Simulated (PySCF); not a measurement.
**Single-point calculation, with input and output: B$_{3}$H$_{5}$O$_{2}$**

B$_{3}$H$_{5}$O$_{2}$, SMILES BOBOB, computed with NEVPT2/6-31G*, RHF (PySCF 2.14.0).

The geometry comes from this level: GFN2-xTB. Figures and captions count atoms from 1; the log counts them from 0 in places.

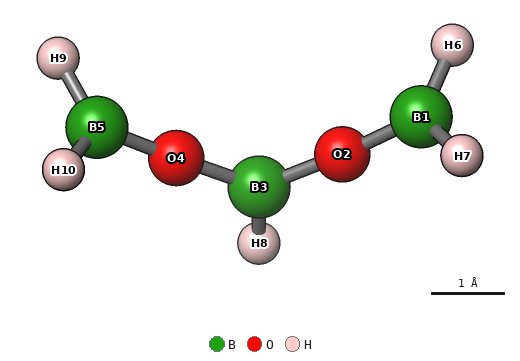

**Figure 1.** The structure (ball-and-stick view, seen at a tilt; atoms are numbered from 1 in the order of the input). Bond lengths as drawn: B–H 1.18 Å and B–O 1.30 to 1.32 Å.

**Key numbers**

```csv
quantity,value
outcome,converged
total energy,−227.417281 hartree
SCF energy,−226.843789 hartree
correlation energy,−0.573492 hartree
basis functions,80
HOMO of the SCF reference,−11.69 eV
LUMO of the SCF reference,3.63 eV
hardware,"1 thread of Intel Xeon @ 2.50GHz (Skylake/Cascade Lake), 189 GiB of memory available, shared host"
wall time,9.6 s
peak memory,0.25 GiB
```

**Input file (run.py)**
```python
import numpy
from pyscf import gto, scf, mp, mcscf, mrpt

system = gto.Mole()
system.atom = 'start.xyz'
system.basis = '6-31g*'
system.verbose = 4
system.spin = 0
system.max_memory = 1860
system.build()

mf = scf.RHF(system)
mf.conv_tol = 1e-10
mf.kernel()
if not mf.converged:
    mf = mf.newton().run(mf.mo_coeff, mf.mo_occ)

pt = mp.MP2(scf.addons.convert_to_uhf(mf)).run()
noons, natorbs = mcscf.addons.make_natural_orbitals(pt)
print('natural occupations', numpy.round(noons[:40], 4))
cas = mcscf.CASSCF(mf, 2, 2)
cas.fix_spin_(ss=0.0)
cas.natorb = True
cas.kernel(natorbs)
e_pt2 = mrpt.NEVPT(cas).kernel()
e_tot = cas.e_tot + e_pt2
print('Final energy', e_tot)
```

**File start.xyz**
```
10

B     -1.885180    -0.094500     1.287300
O     -0.902370    -0.537020     0.560800
B      0.146820    -0.920680    -0.149210
O      0.974750    -0.029360    -0.670390
B      1.756370     0.885380    -1.161620
H     -1.733100     0.058690     2.449420
H     -2.929150     0.130770     0.781440
H      0.343770    -2.073630    -0.324280
H      2.686820     1.257600    -0.535130
H      1.541280     1.322750    -2.238340
```

Command:
```bash
OMP_NUM_THREADS=1 python run.py
```

**Output**
```
PySCF version 2.14.0

[INPUT] num. atoms = 10
[INPUT] num. electrons = 36
[INPUT] charge = 0
[INPUT] spin (= nelec alpha-beta = 2S) = 0
[INPUT] symmetry False subgroup None
[INPUT] Mole.unit = angstrom
[INPUT] Symbol           X                Y                Z      unit          X                Y                Z       unit  Magmom
[INPUT]  1 B     -1.885180000000  -0.094500000000   1.287300000000 AA   -3.562473895508  -0.178579118771   2.432644440153 Bohr   0.0
[INPUT]  2 O     -0.902370000000  -0.537020000000   0.560800000000 AA   -1.705232163024  -1.014820723414   1.059758410656 Bohr   0.0
[INPUT]  3 B      0.146820000000  -0.920680000000  -0.149210000000 AA    0.277449589609  -1.739833048365  -0.281966035046 Bohr   0.0
[INPUT]  4 O      0.974750000000  -0.029360000000  -0.670390000000 AA    1.842010539920  -0.055482359017  -1.266853496647 Bohr   0.0
[INPUT]  5 B      1.756370000000   0.885380000000  -1.161620000000 AA    3.319058273402   1.673125716167  -2.195143660817 Bohr   0.0
[INPUT]  6 H     -1.733100000000   0.058690000000   2.449420000000 AA   -3.275084346484   0.110908026251   4.628732964032 Bohr   0.0
[INPUT]  7 H     -2.929150000000   0.130770000000   0.781440000000 AA   -5.535291277770   0.247119485309   1.476707582780 Bohr   0.0
[INPUT]  8 H      0.343770000000  -2.073630000000  -0.324280000000 AA    0.649631149842  -3.918592783682  -0.612800387674 Bohr   0.0
[INPUT]  9 H      2.686820000000   1.257600000000  -0.535130000000 AA    5.077353946004   2.376519574253  -1.011249141039 Bohr   0.0
[INPUT] 10 H      1.541280000000   1.322750000000  -2.238340000000 AA    2.912597081270   2.499635231268  -4.229849573659 Bohr   0.0

nuclear repulsion = 139.754441001267
number of shells = 40
number of NR pGTOs = 155
number of NR cGTOs = 80
basis = 6-31g*
ecp = {}

******** <class 'pyscf.scf.hf.RHF'> ********
method = RHF
initial guess = minao
damping factor = 0
level_shift factor = 0
DIIS = <class 'pyscf.scf.diis.CDIIS'>
diis_start_cycle = 1
diis_space = 8
diis_damp = 0
SCF conv_tol = 1e-10
SCF conv_tol_grad = None
SCF max_cycles = 50
direct_scf = True
direct_scf_tol = 1e-13
Set gradient conv threshold to 1e-05
Initial guess from minao.
init E= -227.70756928846
  HOMO = -0.325280490366  LUMO = 0.0355151124087412  gap/eV = 9.81775
cycle= 1 E= -226.74960631606  delta_E= 0.958  |g|= 0.615  |ddm|= 2.64
  HOMO = -0.405299143373242  LUMO = 0.127548690036194  gap/eV = 14.49953
cycle= 2 E= -226.824583228858  delta_E= -0.075  |g|= 0.311  |ddm|= 0.576
  HOMO = -0.435613913797369  LUMO = 0.126933348550084  gap/eV = 15.30769
cycle= 3 E= -226.84262598253  delta_E= -0.018  |g|= 0.0618  |ddm|= 0.225
  HOMO = -0.427853992753509  LUMO = 0.134766573208854  gap/eV = 15.30969
cycle= 4 E= -226.843772540836  delta_E= -0.00115  |g|= 0.00548  |ddm|= 0.0714
  HOMO = -0.429417609610022  LUMO = 0.133489679399797  gap/eV = 15.31749
cycle= 5 E= -226.843787913577  delta_E= -1.54e-05  |g|= 0.00111  |ddm|= 0.0116
  HOMO = -0.429462668562273  LUMO = 0.13348312906592  gap/eV = 15.31854
cycle= 6 E= -226.843788525719  delta_E= -6.12e-07  |g|= 0.000326  |ddm|= 0.00217
  HOMO = -0.429451004218232  LUMO = 0.133526923706232  gap/eV = 15.31941
cycle= 7 E= -226.843788566063  delta_E= -4.03e-08  |g|= 9.36e-05  |ddm|= 0.0004
  HOMO = -0.429458921978719  LUMO = 0.133523508307669  gap/eV = 15.31953
cycle= 8 E= -226.843788571537  delta_E= -5.47e-09  |g|= 1.77e-05  |ddm|= 0.000173
  HOMO = -0.429458998723308  LUMO = 0.13352422804431  gap/eV = 15.31955
cycle= 9 E= -226.843788571729  delta_E= -1.91e-10  |g|= 6.13e-06  |ddm|= 3.49e-05
  HOMO = -0.429459173838795  LUMO = 0.133524300079858  gap/eV = 15.31956
cycle= 10 E= -226.84378857174  delta_E= -1.18e-11  |g|= 2.38e-06  |ddm|= 7.08e-06
  HOMO = -0.429459390070525  LUMO = 0.13352413275318  gap/eV = 15.31956
```

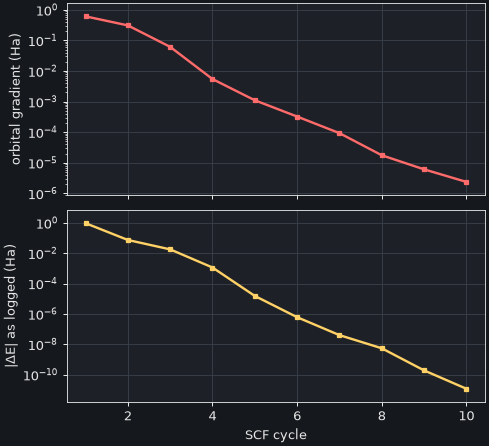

**Figure 2.** Convergence of the self-consistent field: orbital gradient and size of the energy change against the SCF cycle. The residual falls at every step.

```
Extra cycle  E= -226.843788571742  delta_E= -1.82e-12  |g|= 1.45e-06  |ddm|= 2.72e-06
converged SCF energy = -226.843788571742

******** <class 'pyscf.mp.ump2.UMP2'> ********
nocc = (np.int64(18), np.int64(18)), nmo = (80, 80)
E(UMP2) = -227.416256603135  E_corr = -0.572468031392864
E(SCS-UMP2) = -227.406452734413  E_corr = -0.562664162670859
E_corr(same-spin) = -0.143420163462205
E_corr(oppo-spin) = -0.429047867930659
natural occupations [1.9999 1.9999 1.9998 1.9998 1.9997 1.988  1.9867 1.9821 1.9807 1.9806
 1.9803 1.9793 1.9691 1.9664 1.966  1.9625 1.9609 1.9596 0.0325 0.0269
 0.0262 0.0208 0.0186 0.0184 0.0165 0.0158 0.0121 0.0116 0.0098 0.0098
 0.0088 0.0075 0.0074 0.007  0.0066 0.0064 0.0057 0.005  0.005  0.0048]

******** <class 'pyscf.mcscf.mc1step.CASSCF'> ********
CAS (1e+1e, 2o), ncore = 17, nvir = 61
max_cycle_macro = 50
max_cycle_micro = 4
conv_tol = 1e-07
conv_tol_grad = None
orbital rotation max_stepsize = 0.02
orbital rotation threshold for CI restart = 0.01
augmented hessian ah_max_cycle = 30
augmented hessian ah_conv_tol = 1e-12
augmented hessian ah_linear dependence = 1e-14
augmented hessian ah_level shift = 1e-08
augmented hessian ah_start_tol = 2.5
augmented hessian ah_start_cycle = 3
augmented hessian ah_grad_trust_region = 3
kf_trust_region = 3
kf_interval = 4
ci_response_space = 4
ci_grad_trust_region = 3
with_dep4 0
natorb = True
canonicalization = True
sorting_mo_energy = False
ao2mo_level = 2
internal_rotation = False
******** <class 'pyscf.fci.addons.SpinPenaltyFCISolver'> ********
max. cycles = 50
conv_tol = 1e-08
davidson only = True
linear dependence = 1e-12
level shift = 0.001
max iter space = 12
nroots = 1
pspace_size = 400
spin = None
CASCI E = -226.843823151307  S^2 = 0.0000000
Set conv_tol_grad to 0.000316228
macro iter   1 (  6 JK    1 micro), CASSCF E = -226.843824306119  dE = -1.15481194e-06  S^2 = 0.0000000
               |grad[o]|=9.36e-05  |grad[c]|=0.00318  |ddm|=0.000166  |maxRot[o]|=0.0564
macro iter   2 (  6 JK    1 micro), CASSCF E = -226.843824754457  dE = -4.48337317e-07  S^2 = 0.0000000
               |grad[o]|=5.08e-05  |grad[c]|=0.00162  |ddm|=1.49e-05  |maxRot[o]|=0.0403
macro iter   3 (  5 JK    1 micro), CASSCF E = -226.843824783469  dE = -2.90126536e-08  S^2 = 0.0000000
               |grad[o]|=3.01e-05  |grad[c]|=0.000517  |ddm|=2.86e-06  |maxRot[o]|=0.0241
macro iter   4 (  1 JK    1 micro), CASSCF E = -226.843824783469  dE =  0.00000000e+00  S^2 = 0.0000000
               |grad[o]|=2.01e-05  |grad[c]|=2.29e-08  |ddm|=    0  |maxRot[o]|=    0
1-step CASSCF converged in   4 macro ( 18 JK   4 micro) steps
CASSCF canonicalization
Natural occ [1.99995992e+00 4.00777237e-05]
Natural orbital (expansion on meta-Lowdin AOs) in CAS space
               #1        #2
0 B 1s          -0.00051  -0.00001
0 B 2s           0.01686  -0.00306
0 B 3s          -0.00222  -0.00534
0 B 2px         -0.04385  -0.10896
0 B 2py         -0.23763   0.00753
0 B 2pz          0.01799  -0.14688
0 B 3px         -0.00034  -0.04867
0 B 3py          0.01939   0.00874
0 B 3pz          0.00156  -0.07252
0 B 3dxy        -0.01820   0.00891
0 B 3dyz         0.01397   0.01846
0 B 3dz^2       -0.00503   0.04045
0 B 3dxz         0.00502  -0.01332
0 B 3dx2-y2     -0.01407  -0.02535
1 O 1s          -0.00177  -0.00001
1 O 2s          -0.02947  -0.00202
1 O 3s          -0.00633   0.00181
1 O 2px         -0.27507   0.14800
1 O 2py         -0.58059  -0.00803
1 O 2pz          0.16211   0.22177
1 O 3px         -0.00553  -0.19646
1 O 3py         -0.02035   0.01603
1 O 3pz          0.00299  -0.28878
1 O 3dxy         0.00436   0.00863
1 O 3dyz        -0.00403   0.01380
1 O 3dz^2        0.00121   0.04576
1 O 3dxz        -0.00209  -0.02458
1 O 3dx2-y2      0.00270  -0.03142
2 B 1s          -0.00030  -0.00003
2 B 2s          -0.00062   0.00344
2 B 3s          -0.00016  -0.00081
2 B 2px         -0.04310  -0.38874
2 B 2py          0.00321   0.02422
2 B 2pz          0.02789  -0.58145
2 B 3px         -0.01494  -0.04294
2 B 3py         -0.00638   0.00109
2 B 3pz          0.00972  -0.06880
2 B 3dxy         0.02230  -0.05114
2 B 3dyz        -0.01457  -0.07870
2 B 3dz^2       -0.00375  -0.02013
2 B 3dxz         0.00529   0.00577
2 B 3dx2-y2     -0.00908   0.00783
3 O 1s           0.00128   0.00000
3 O 2s           0.03118  -0.00091
3 O 3s           0.00679  -0.00042
3 O 2px         -0.45450   0.14866
3 O 2py          0.35826  -0.00674
3 O 2pz          0.31543   0.22006
3 O 3px         -0.00960  -0.19038
3 O 3py          0.01500   0.00981
3 O 3pz          0.00690  -0.28491
3 O 3dxy         0.00100   0.02052
3 O 3dyz        -0.00046   0.03526
3 O 3dz^2       -0.00144  -0.03791
3 O 3dxz         0.00384   0.02156
3 O 3dx2-y2     -0.00549   0.02198
4 B 1s           0.00081   0.00001
4 B 2s          -0.01853  -0.00080
4 B 3s           0.00284   0.00378
4 B 2px         -0.09992  -0.09795
4 B 2py          0.20508   0.00456
4 B 2pz          0.07541  -0.15010
4 B 3px          0.00348  -0.04549
4 B 3py         -0.02085   0.00334
4 B 3pz         -0.00317  -0.07281
4 B 3dxy        -0.00401   0.02136
4 B 3dyz         0.00154   0.03461
4 B 3dz^2        0.00945  -0.02524
4 B 3dxz        -0.00931   0.01018
4 B 3dx2-y2      0.02388   0.01797
5 H 1s          -0.00405   0.06461
5 H 2s          -0.00013   0.02152
6 H 1s          -0.00292  -0.06495
6 H 2s          -0.00049  -0.02567
7 H 1s          -0.01388   0.00042
7 H 2s           0.00072  -0.00084
8 H 1s           0.01041   0.06313
8 H 2s          -0.00005   0.02546
9 H 1s           0.00879  -0.06214
9 H 2s          -0.00010  -0.02057
<CAS-nat-orb|mo-hf>  18     15      -0.99335710
<CAS-nat-orb|mo-hf>  19     21      -0.65973837
<CAS-nat-orb|mo-hf>  19     48       0.45343287
CASSCF energy = -226.843824783469
CASCI E = -226.843824783469  E(CI) = -1.56902984406383  S^2 = 0.0000000

******** <class 'pyscf.mrpt.nevpt2.NEVPT'> ********
NEVPT2 (1e+1e, 2o), ncore = 17, nvir = 61
root = 0
Natural occ [1.99995992e+00 4.00777237e-05]
Natural orbital (expansion on meta-Lowdin AOs) in CAS space
               #1        #2
0 B 1s          -0.00051  -0.00001
0 B 2s           0.01686  -0.00306
0 B 3s          -0.00222  -0.00534
0 B 2px         -0.04385  -0.10896
0 B 2py         -0.23763   0.00753
0 B 2pz          0.01799  -0.14688
0 B 3px         -0.00034  -0.04867
0 B 3py          0.01939   0.00874
0 B 3pz          0.00156  -0.07252
0 B 3dxy        -0.01820   0.00891
0 B 3dyz         0.01397   0.01846
0 B 3dz^2       -0.00503   0.04045
0 B 3dxz         0.00502  -0.01332
0 B 3dx2-y2     -0.01407  -0.02535
1 O 1s          -0.00177  -0.00001
1 O 2s          -0.02947  -0.00202
1 O 3s          -0.00633   0.00181
1 O 2px         -0.27507   0.14800
1 O 2py         -0.58059  -0.00803
1 O 2pz          0.16211   0.22177
1 O 3px         -0.00553  -0.19646
1 O 3py         -0.02035   0.01603
1 O 3pz          0.00299  -0.28878
1 O 3dxy         0.00436   0.00863
1 O 3dyz        -0.00403   0.01380
1 O 3dz^2        0.00121   0.04576
1 O 3dxz        -0.00209  -0.02458
1 O 3dx2-y2      0.00270  -0.03142
2 B 1s          -0.00030  -0.00003
2 B 2s          -0.00062   0.00344
2 B 3s          -0.00016  -0.00081
2 B 2px         -0.04310  -0.38874
2 B 2py          0.00321   0.02422
2 B 2pz          0.02789  -0.58145
2 B 3px         -0.01494  -0.04294
2 B 3py         -0.00638   0.00109
2 B 3pz          0.00972  -0.06880
2 B 3dxy         0.02230  -0.05114
2 B 3dyz        -0.01457  -0.07870
2 B 3dz^2       -0.00375  -0.02013
2 B 3dxz         0.00529   0.00577
2 B 3dx2-y2     -0.00908   0.00783
3 O 1s           0.00128   0.00000
3 O 2s           0.03118  -0.00091
3 O 3s           0.00679  -0.00042
3 O 2px         -0.45450   0.14866
3 O 2py          0.35826  -0.00674
3 O 2pz          0.31543   0.22006
3 O 3px         -0.00960  -0.19038
3 O 3py          0.01500   0.00981
3 O 3pz          0.00690  -0.28491
3 O 3dxy         0.00100   0.02052
3 O 3dyz        -0.00046   0.03526
3 O 3dz^2       -0.00144  -0.03791
3 O 3dxz         0.00384   0.02156
3 O 3dx2-y2     -0.00549   0.02198
4 B 1s           0.00081   0.00001
4 B 2s          -0.01853  -0.00080
4 B 3s           0.00284   0.00378
4 B 2px         -0.09992  -0.09795
4 B 2py          0.20508   0.00456
4 B 2pz          0.07541  -0.15010
4 B 3px          0.00348  -0.04549
4 B 3py         -0.02085   0.00334
4 B 3pz         -0.00317  -0.07281
4 B 3dxy        -0.00401   0.02136
4 B 3dyz         0.00154   0.03461
4 B 3dz^2        0.00945  -0.02524
4 B 3dxz        -0.00931   0.01018
4 B 3dx2-y2      0.02388   0.01797
5 H 1s          -0.00405   0.06461
5 H 2s          -0.00013   0.02152
6 H 1s          -0.00292  -0.06495
6 H 2s          -0.00049  -0.02567
7 H 1s          -0.01388   0.00042
7 H 2s           0.00072  -0.00084
8 H 1s           0.01041   0.06313
8 H 2s          -0.00005   0.02546
9 H 1s           0.00879  -0.06214
9 H 2s          -0.00010  -0.02057
<CAS-nat-orb|mo-hf>  18     15      -0.99335710
<CAS-nat-orb|mo-hf>  19     21      -0.65973837
<CAS-nat-orb|mo-hf>  19     48       0.45343287
Sr    (-1)',   E = -0.00000012209278
Si    (+1)',   E = -0.00000010579138
Sijrs (0)  ,   E = -0.38261299456102
Sijr  (+1) ,   E = -0.06134630673933
Srsi  (-1) ,   E = -0.09830263213915
Srs   (-2) ,   E = -0.00886563714246
Sij   (+2) ,   E = -0.00641396861191
Sir   (0)' ,   E = -0.01591424793739
Nevpt2 Energy = -0.573456015015440
Final energy -227.41728079848465
```

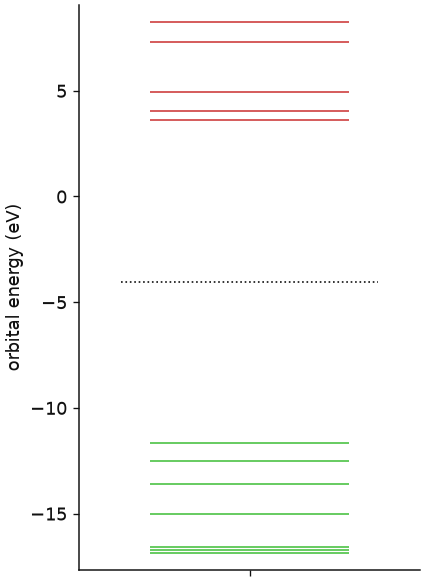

**Figure 3.** Orbital energies near the frontier (SCF reference); the dotted line parts filled from empty levels, and levels within 0.02 eV of each other stand side by side. Highest filled −11.69 eV, lowest empty 3.63 eV, 15.32 eV apart.
